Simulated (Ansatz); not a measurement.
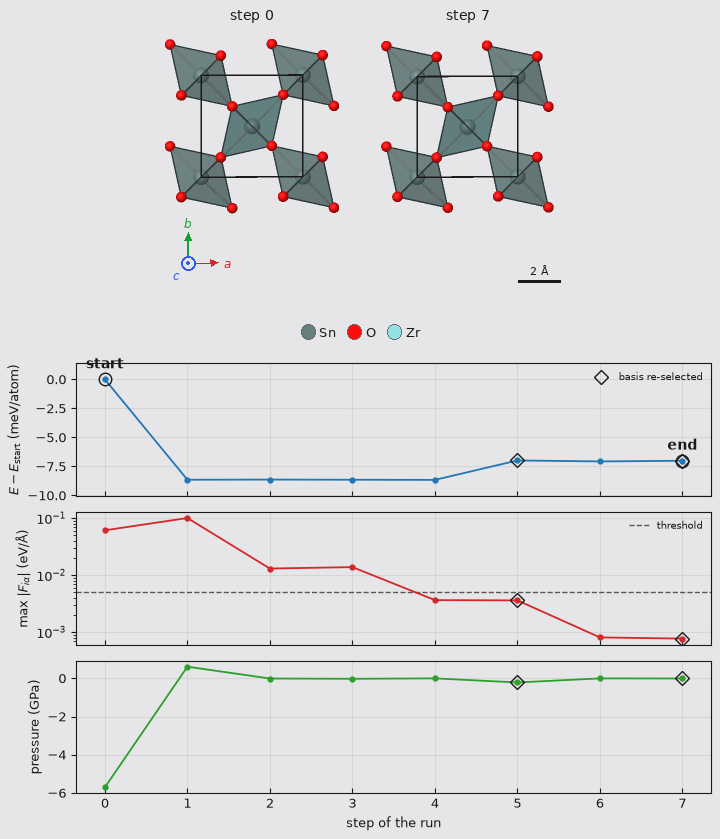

First and last geometry of a relaxation of solid ZrSn$_{3}$O$_{8}$ (built on the rutile host type), with the history of the run. Style: polyhedral. Shown: the cell of the calculation, along the c axis.

Level of theory: DFT, PBEsol, plane waves, PAW in Ansatz 0.2.0. (plane-wave cutoff 420 eV; k-point mesh 6 × 6 × 4; occupations fermi dirac; smearing width 0.02 eV; no spin polarisation; cell and atoms relaxed; force threshold 0.005 eV/Å)

Did the run converge, and what did it change?

Answer. It converged. Over 5 accepted moves (7 points after the start) the energy falls by 7.0 meV per atom. The largest force component goes from 0.061 to 0.00077 eV/Å. The pressure goes from −5.70 to −0.01 GPa. At 2 points the geometry stayed and the basis and grid were re-selected for the new cell (energy shift of 1.7 meV per atom at most each time). The atoms keep their places relative to the cell (all moves are under 0.005 Å). The drawn cell changes as follows: a = b 4.850 → 4.795 Å (−1.1 %), c 6.497 → 6.444 Å (−0.8 %); the volume changes by −3.0 %. Near-neighbour distances that change, for instance: O–Sn 2.090 → 2.063 Å, O–Sn 2.100 → 2.080 Å, O–Zr 2.107 → 2.091 Å. The space group stays Cmmm (No. 65).

```csv
step,"E − E(0), meV/atom","largest force component, eV/Å","pressure, GPa","volume, Å³/atom",note
0,0.00,0.0615,-5.70,12.736,
1,-8.64,0.1010,0.61,12.332,
2,-8.63,0.0131,-0.01,12.364,
3,-8.64,0.0139,-0.02,12.363,
4,-8.66,0.0037,0.00,12.361,
5,-6.98,0.0036,-0.22,12.361,"same geometry, new basis"
6,-7.07,0.0008,0.00,12.347,
7,-7.01,0.0008,-0.01,12.347,"same geometry, new basis"
```
